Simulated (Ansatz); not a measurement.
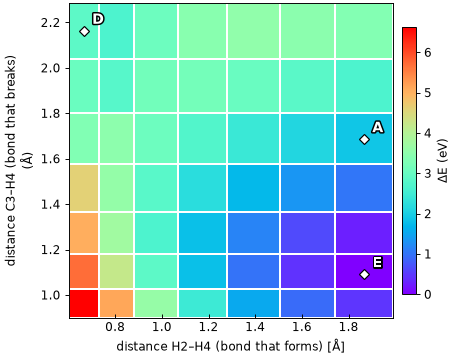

The reacting system CH₄F₂Si (fragments CH₄F₂Si where the first distance is long, CH₂F₂Si + H₂ where the second is long). The first coordinate is: distance H2–H4 (bond that forms); the second: distance C3–H4 (bond that breaks). Relaxed at each point: all other coordinates. The grid has 7 × 7 points. Points are written as (first, second). Energies are in eV, from the lowest grid point. Energies and slopes of some neighbouring points disagree (a jump in structure or state, or too coarse a mesh). The reference is spin-restricted, so regions where a bond is pulled apart into radicals lie too high. The calculation used RKS r2SCAN-D4/def2-SVP in Ansatz.

In the figure: one coloured cell a grid point, lettered points.

Question: Is A the lowest point of the computed grid?

Answer: No. A lies 1.87 eV above the lowest grid point, which is at (1.866 Å, 1.091 Å).

Question: Rank the lettered points by energy, lowest first.

Answer: E (0.00 eV), A (1.87 eV), D (2.87 eV).
